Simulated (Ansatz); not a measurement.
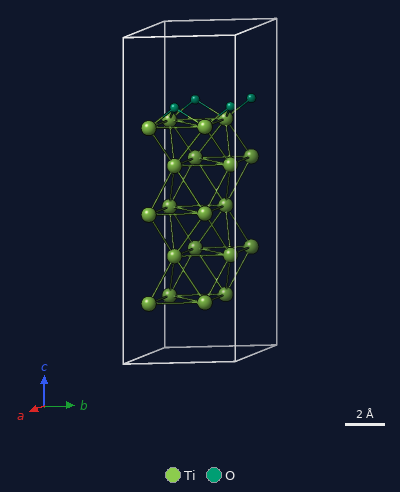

Figure 1. The structure as given in the input (ball-and-stick view of the 2 × 2 repeat of the cell, with the vacuum cut short, seen slightly off an axis).

Single-point calculation, with input and output: Ti5O

Ti5O (slab, 6 atoms in the cell), computed with DFT, PBE, plane waves, PAW, PAW set soft_1, no spin polarisation (Ansatz 0.2.0).

The structure derives from an entry of the Crystallography Open Database.

**Input**
```yaml
crystal:
  lattice:
    - [2.9381632086, 0.0, 0.0]
    - [-1.4690816043, 2.5445239791, 0.0]
    - [0.0, 0.0, 24.711706814]
  atoms:
    - { symbol: Ti, position: [0.6666666667, 0.3333333333, 0.1618666015] }
    - { symbol: Ti, position: [0.3333333333, 0.6666666667, 0.2559609806] }
    - { symbol: Ti, position: [0.6666666667, 0.3333333333, 0.3506708119] }
    - { symbol: Ti, position: [0.3333333333, 0.6666666667, 0.4475655916] }
    - { symbol: Ti, position: [0.6666666667, 0.3333333333, 0.5346335206] }
    - { symbol: O, position: [1.3333333333, 0.6666666667, 0.5711933975] }
kpoints:
  mp_grid: { grid: [9, 9, 1] }
hamiltonian:
  xc: pbe
  pseudopotentials: { kind: paw, azcp: { folder: soft_1 } }
scf:
  occupations: { method: gaussian, width: 0.1 }
  lower_state_search: "off"
output:
  forces: true
  eigenvalues: true
efield:
  axis: 3
  dipole_correction: true
  ramp_width: 0.04
```

Run on 1 thread of Arm Neoverse V1, 24 GiB of memory available, shared host.

Launch command:
```bash
ansatz run input.yaml --threads 1 --pin off --max-ram 3072MiB --backend cpu --events-out ev --progress --plain --runs-dir out
```

**Output**
```
Engine: ansatz 0.2.0, aarch64-unknown-linux-gnu
Pseudopotentials: kind: paw
Pseudopotential: Ti, paw, valence charge 12, recommended cutoff 420 eV (normal), [file]
Pseudopotential: O, paw, valence charge 6, recommended cutoff 420 eV (normal), [file]
Functional definition: PBE
  parameter kappa = 0.804
  parameter beta = 0.06672455060314922
  exchange = pbe_x(kappa = kappa, mu = beta*pi^2/3)
  correlation = pbe_c(beta = beta)
Crystal: 6 atoms, lattice volume = 184.750 Å³
Basis set: ecut = 420 eV, 3563 PW (Γ), exchange–correlation on 40×40×360 points (8 copies of the dense FFT grid, shifted against one another)
Bands: 40, of which v1, the nominal top of the filled ones, is band 33 counted from 1 (32 counted from 0)
Symmetry: 6 space group operations
Space group: P3m1 (ITA 156), of the structure as read, at distance tolerance 5.7e-5 Å
k-points: 12 of 81 (time reversal used)
Non-local potential: Ti, projectors of the file, l = 0: 3, l = 1: 2, l = 2: 3, l = 3: 1
Non-local potential: O, projectors of the file, l = 0: 2, l = 1: 2, l = 2: 1
PAW form: soft (Blöchl's): semilocal exchange-correlation on the pseudo side does not see the compensation charge
PAW one-centre angular grid: Ti, 590 points (default); XC on 64 Gauss nodes
PAW one-centre angular grid: O, 110 points (default); XC on 64 Gauss nodes
Initial density: superposition of atomic densities (neutral atoms: chi_scale 0, normalization atom)
Initial wavefunctions: pseudopotential atomic-orbital guess
Functional: x = pbe(κ = 0.804, μ = 0.2195149727645171), c = pbe(β = 0.06672455060314922)
SCF iter   1: F=—  HF=-13070.558878 eV  |F-HF|=—  |Δ(HF+E_count)|=         —  Δρ=8.08e-2  dr2=8.32e1  ethr=3.10e-3  p=0.000 e·Å  D=9.25e-7 V/Å  ΔV_dip=-0.00 eV  dr2_dipole=4.10e1  V_vac-E_F(+/−)=8.30/8.30 eV  ⟨swp⟩=9.1  Hψ=2216  notcnv=0
efield: sawtooth ramp at fractional position 0.8465 (placed from the atoms, in the widest stretch of the axis that holds none; the zero of the levels goes with the place), width 0.0400; the density the first Hamiltonian is built on has a dipole p = 0.000 e·Å; the dipole correction subtracts the counter field D = 9.25e-7 V/Å, which shifts the + side's vacuum level by -0.00 eV against the − side's; the planar-averaged density in the ramp window peaks in size at 2.6e-6 e/Å³
preconditioner: auto → LDOS  [metal: Δε(μ)=0.055 eV  Ē_g=3.940 eV  σ=0.100 eV  W_gap=0.29  n_scr=18 (ndim 8)  ℏωp=13.4 eV  f_vac=0.448  D(μ)=5.35/eV (n_scr^D=18)  β→1.0]
SCF iter   2: F=—  HF=-13101.725696 eV  |F-HF|=—  |Δ(HF+E_count)|=    3.12e1  Δρ=2.02e-1  dr2=2.77e3  ethr=3.10e-3  p=-0.492 e·Å  D=-4.82e-1 V/Å  ΔV_dip=11.92 eV  dr2_dipole=2.28e3  V_vac-E_F(+/−)=5.24/-6.68 eV  ⟨swp⟩=16.2  Hψ=5292  notcnv=0  defer=16  recentre
SCF iter   3: F=—  HF=-13068.478607 eV  |F-HF|=—  |Δ(HF+E_count)|=    3.32e1  Δρ=5.61e-2  dr2=6.63e1  ethr=3.10e-3  p=0.009 e·Å  D=8.54e-3 V/Å  ΔV_dip=-0.21 eV  dr2_dipole=3.65e1  V_vac-E_F(+/−)=7.77/8.05 eV  ⟨swp⟩=13.1  Hψ=3141  notcnv=0  defer=19
SCF iter   4: F=—  HF=-13067.401737 eV  |F-HF|=—  |Δ(HF+E_count)|=    1.08e0  Δρ=2.15e-2  dr2=1.25e1  ethr=3.10e-3  p=0.344 e·Å  D=3.37e-1 V/Å  ΔV_dip=-8.33 eV  dr2_dipole=8.43e0  V_vac-E_F(+/−)=7.01/15.28 eV  ⟨swp⟩=10.6  Hψ=1735  notcnv=0  defer=17
SCF iter   5: F=—  HF=-13066.949571 eV  |F-HF|=—  |Δ(HF+E_count)|=   4.52e-1  Δρ=1.56e-2  dr2=4.29e0  ethr=3.10e-3  p=0.366 e·Å  D=3.59e-1 V/Å  ΔV_dip=-8.87 eV  dr2_dipole=4.67e-1  V_vac-E_F(+/−)=6.34/15.13 eV  ⟨swp⟩=4.6  Hψ=901  notcnv=0  defer=6
SCF iter   6: F=—  HF=-13066.429912 eV  |F-HF|=—  |Δ(HF+E_count)|=   5.20e-1  Δρ=9.46e-3  dr2=1.06e0  ethr=3.10e-3  p=0.152 e·Å  D=1.49e-1 V/Å  ΔV_dip=-3.68 eV  dr2_dipole=7.47e-1  V_vac-E_F(+/−)=6.16/9.83 eV  ⟨swp⟩=2.5  Hψ=588  notcnv=0  defer=7
SCF iter   7: F=—  HF=-13066.416480 eV  |F-HF|=—  |Δ(HF+E_count)|=   1.34e-2  Δρ=9.55e-3  dr2=9.33e-1  ethr=1.61e-3  p=-0.201 e·Å  D=-1.97e-1 V/Å  ΔV_dip=4.87 eV  dr2_dipole=1.34e-1  V_vac-E_F(+/−)=5.43/0.61 eV  ⟨swp⟩=3.8  Hψ=852  notcnv=0  defer=7
SCF iter   8: F=—  HF=-13066.316602 eV  |F-HF|=—  |Δ(HF+E_count)|=   9.99e-2  Δρ=4.37e-3  dr2=5.25e-1  ethr=1.41e-3  p=-0.167 e·Å  D=-1.63e-1 V/Å  ΔV_dip=4.04 eV  dr2_dipole=3.65e-1  V_vac-E_F(+/−)=5.23/1.25 eV  ⟨swp⟩=2.5  Hψ=664  notcnv=0  defer=9
SCF iter   9: F=—  HF=-13066.263239 eV  |F-HF|=—  |Δ(HF+E_count)|=   5.34e-2  Δρ=2.32e-3  dr2=6.85e-2  ethr=7.96e-4  p=-0.094 e·Å  D=-9.17e-2 V/Å  ΔV_dip=2.26 eV  dr2_dipole=1.10e-2  V_vac-E_F(+/−)=5.20/2.97 eV  ⟨swp⟩=2.3  Hψ=642  notcnv=0  defer=9
SCF iter  10: F=—  HF=-13066.252655 eV  |F-HF|=—  |Δ(HF+E_count)|=   1.06e-2  Δρ=1.18e-3  dr2=1.02e-2  ethr=1.04e-4  p=-0.053 e·Å  D=-5.16e-2 V/Å  ΔV_dip=1.28 eV  dr2_dipole=4.60e-3  V_vac-E_F(+/−)=5.26/4.00 eV  ⟨swp⟩=2.8  Hψ=666  notcnv=0  defer=10
SCF iter  11: F=—  HF=-13066.252737 eV  |F-HF|=—  |Δ(HF+E_count)|=   8.24e-5  Δρ=1.07e-3  dr2=1.34e-2  ethr=1.55e-5  p=-0.038 e·Å  D=-3.71e-2 V/Å  ΔV_dip=0.92 eV  dr2_dipole=4.31e-3  V_vac-E_F(+/−)=5.26/4.35 eV  ⟨swp⟩=2.3  Hψ=566  notcnv=0  defer=9
SCF iter  12: F=—  HF=-13066.252898 eV  |F-HF|=—  |Δ(HF+E_count)|=   1.61e-4  Δρ=3.59e-4  dr2=6.67e-3  ethr=1.55e-5  p=-0.038 e·Å  D=-3.75e-2 V/Å  ΔV_dip=0.93 eV  dr2_dipole=5.11e-3  V_vac-E_F(+/−)=5.26/4.34 eV  ⟨swp⟩=2.0  Hψ=522  notcnv=0  defer=9
SCF iter  13: F=—  HF=-13066.252961 eV  |F-HF|=—  |Δ(HF+E_count)|=   6.29e-5  Δρ=1.19e-4  dr2=4.71e-4  ethr=1.01e-5  p=-0.036 e·Å  D=-3.56e-2 V/Å  ΔV_dip=0.88 eV  dr2_dipole=4.10e-4  V_vac-E_F(+/−)=5.26/4.39 eV  ⟨swp⟩=1.6  Hψ=496  notcnv=0  defer=9
SCF iter  14: F=—  HF=-13066.252955 eV  |F-HF|=—  |Δ(HF+E_count)|=   5.53e-6  Δρ=5.94e-5  dr2=6.36e-5  ethr=7.13e-7  p=-0.035 e·Å  D=-3.42e-2 V/Å  ΔV_dip=0.85 eV  dr2_dipole=2.88e-5  V_vac-E_F(+/−)=5.27/4.42 eV  ⟨swp⟩=2.1  Hψ=597  notcnv=0  defer=9
SCF iter  15: F=—  HF=-13066.252960 eV  |F-HF|=—  |Δ(HF+E_count)|=   4.56e-6  Δρ=3.50e-5  dr2=7.44e-6  ethr=9.63e-8  p=-0.035 e·Å  D=-3.41e-2 V/Å  ΔV_dip=0.84 eV  dr2_dipole=1.85e-6  V_vac-E_F(+/−)=5.27/4.42 eV  ⟨swp⟩=2.0  Hψ=562  notcnv=0  defer=9
SCF iter  16: F=—  HF=-13066.252961 eV  |F-HF|=—  |Δ(HF+E_count)|=   1.00e-6  Δρ=1.47e-5  dr2=2.60e-6  ethr=1.13e-8  p=-0.035 e·Å  D=-3.40e-2 V/Å  ΔV_dip=0.84 eV  dr2_dipole=8.42e-7  V_vac-E_F(+/−)=5.27/4.43 eV  ⟨swp⟩=2.4  Hψ=620  notcnv=0  defer=9
SCF iter  17: F=—  HF=-13066.252961 eV  |F-HF|=—  |Δ(HF+E_count)|=   1.07e-7  Δρ=7.10e-6  dr2=5.31e-7  ethr=3.94e-9  p=-0.035 e·Å  D=-3.40e-2 V/Å  ΔV_dip=0.84 eV  dr2_dipole=2.18e-7  V_vac-E_F(+/−)=5.27/4.42 eV  ⟨swp⟩=1.6  Hψ=503  notcnv=0  defer=9
SCF iter  18: F=-13066.252961 eV  HF=-13066.252961 eV  |F-HF|=6.98e-8  |Δ(HF+E_count)|=   4.16e-8  Δρ=3.29e-6  dr2=7.69e-8  ethr=1.52e-10  p=-0.035 e·Å  D=-3.40e-2 V/Å  ΔV_dip=0.84 eV  dr2_dipole=1.90e-8  V_vac-E_F(+/−)=5.27/4.42 eV  ⟨swp⟩=16.7  Hψ=3268  notcnv=0
SCF 1 converged in 18 iterations: F = -13066.252961 eV  dr2 = 7.69e-8
  greatest PAW one-centre occupation: 0.999 electrons in one spin orbital (limit 2), on the Ti atom at site 2 (counted from 0), in its partial waves of l = 0
```

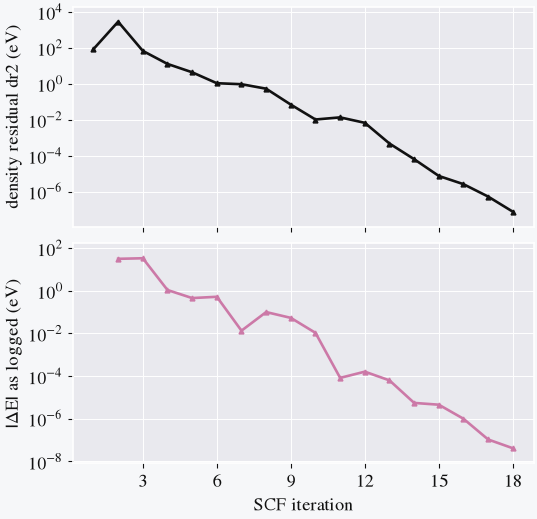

Figure 2. Convergence of the self-consistent field: density residual dr2 and size of the energy change against the SCF iteration. The residual comes down, with one marked jump up, by a factor of about 30, at step 2.

```
SCF converged after 18 iterations
Free energy (F): -13066.252961 eV
Harris-Foulkes:  -13066.252961 eV  (|F-HF|=6.98e-8)
Internal energy: -13066.197919 eV  (E = F + TS)
E sigma→0 (E₀):  -13066.225440 eV
Entropy (-TS):   -0.055042 eV (-9.174 meV/atom)
Fermi energy:    4.239234 eV
Dipole field:    D = -0.033845 V/Å  (p = -0.034556 e·Å, saw-weighted, corrected)
Work function:   Φ+ = 5.2629 eV   Φ− = 4.4265 eV
Levels:          The Fermi level and band energies are counted from a zero that moves with the ramp; work functions are not
--- Per-component energies (eV) ---
  E_band       = -1380.548815
  E_kinetic    = 1575.784553
  E_local      = -60728.846977  (includes V_loc(G=0)·N_el)
  E_nonlocal   = 355.313213
  E_hartree    = 29574.028256
  E_xc         = -652.210069
  E_vxc        = -818.372251  (∫ρ·V_xc dr)
  E_paw        = -5373.584704  (= ΣΔE_a)
  E_vpaw       = -912.705382  (= ΣTr[D̂ρ^β])
  E_aug_tail   = 0.000376  (compensation charges beyond the density's cutoff)
  E_efield     = 0.000585  (sawtooth field / dipole correction)
  E_vefield    = 0.205704  (∫n·V_field dr)
  E_ewald      = 22183.316847
  E_smearing   = -0.055042  (= −TS)
  E_closure    = 0.000000  (closes the sum)
  Σ components = -13066.252961   (vs F -13066.252961, Δ=0.00e0)
--- Forces (eV/Å), atoms counted from 1 ---
  atom   1  Ti     0.00000000     0.00000000     0.54298123
  atom   2  Ti     0.00000000    -0.00000000    -0.50190574
  atom   3  Ti     0.00000000     0.00000000     0.17570353
  atom   4  Ti     0.00000000    -0.00000000    -2.16710792
  atom   5  Ti     0.00000000     0.00000000     1.94203931
  atom   6  O      0.00000000    -0.00000000     0.00820164
  max |Σ_I F_I| component: 8.80e-5 eV/Å
--- Band table (eV; the first three rows and the last of 12) ---
  k-point 0: bands = ["-53.0667", "-52.6932", "-52.5394", "-52.4653", "-52.3854", "-29.4104", "-29.1632", "-29.1632", "-29.1479", "-28.9521", "-28.6637", "-28.6596", "-28.6596", "-28.5164", "-28.5164", "-28.5130", "-28.4649", "-28.4649", "-28.3909", "-28.3909", "-15.3299", "-2.0706", "-1.5184", "-1.0782", "-1.0782", "-0.6728", "0.4239", "1.3313", "3.8321", "4.1025", "4.4004", "4.6892", "4.8131", "4.8131", "4.9030", "4.9533", "4.9533", "5.0505", "5.0505", "5.3311"]
  k-point 1: bands = ["-53.0559", "-52.6843", "-52.5295", "-52.4586", "-52.3782", "-29.3912", "-29.2508", "-29.1794", "-29.1308", "-28.9454", "-28.7247", "-28.6730", "-28.6646", "-28.5596", "-28.5315", "-28.5298", "-28.4984", "-28.4752", "-28.4396", "-28.4021", "-15.2632", "-1.8907", "-1.3598", "-1.1567", "-1.0149", "-0.3329", "0.7410", "1.6221", "3.7496", "3.9639", "4.2792", "4.3562", "4.5954", "4.6971", "4.8577", "4.8820", "5.0139", "5.1496", "5.1865", "5.2202"]
  k-point 2: bands = ["-53.0283", "-52.6617", "-52.5038", "-52.4419", "-52.3599", "-29.4695", "-29.3296", "-29.2202", "-29.0903", "-28.9448", "-28.8544", "-28.7495", "-28.7068", "-28.6545", "-28.6047", "-28.5687", "-28.5459", "-28.5210", "-28.5019", "-28.4307", "-15.1066", "-1.8484", "-1.2895", "-0.8766", "-0.3002", "0.4777", "1.4696", "2.2737", "3.2583", "3.5400", "3.7984", "3.9794", "4.1959", "4.3811", "4.6037", "4.9078", "4.9400", "5.0147", "5.3945", "5.4711"]
  k-point 11: bands = ["-52.9613", "-52.6072", "-52.4357", "-52.4074", "-52.3158", "-29.7258", "-29.5362", "-29.2163", "-29.0191", "-29.0178", "-28.9927", "-28.8824", "-28.8636", "-28.8571", "-28.7578", "-28.7095", "-28.6869", "-28.6462", "-28.5966", "-28.5682", "-14.7813", "-1.8916", "-0.6293", "-0.5404", "2.3233", "2.7587", "2.9770", "2.9794", "3.0007", "3.0315", "3.2212", "3.4245", "3.5646", "4.0993", "4.3186", "4.3209", "4.4124", "4.5228", "5.2052", "5.6990"]
```

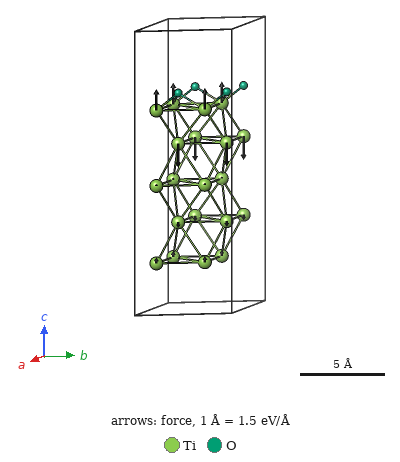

Figure 3. Forces on the atoms as black arrows (ball-and-stick view of the 2 × 2 repeat of the cell, with the vacuum cut short, seen slightly off an axis); the smallest are left out. The largest act on Ti4 (2.17 eV/Å); Ti5 (1.94 eV/Å). Atoms are counted from 1 in the order of the input and aren't labelled in the picture. The geometry is not a stationary point of this energy.

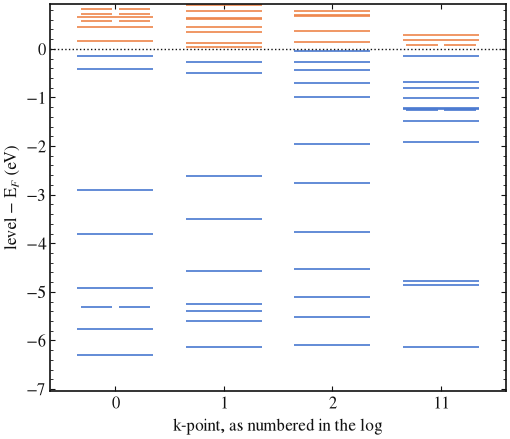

Figure 4. Kohn–Sham levels near the Fermi level (dotted) at the few k-points that the log prints; levels within 0.02 eV of each other stand side by side. The system is metallic on the full mesh.

**Results in brief**

```csv
quantity,value
outcome,converged
electrons treated,66
free energy,−13066.2530 eV
Fermi energy,4.239 eV
gap on the k-point mesh,none (metallic)
largest force (length of the vector),2.167 eV/Å
wall time,22 s
peak memory,0.37 GiB
```

**Remarks**

Settings chosen away from the usual ones: scf.lower_state_search set to off; basis.ecutwfc removed.
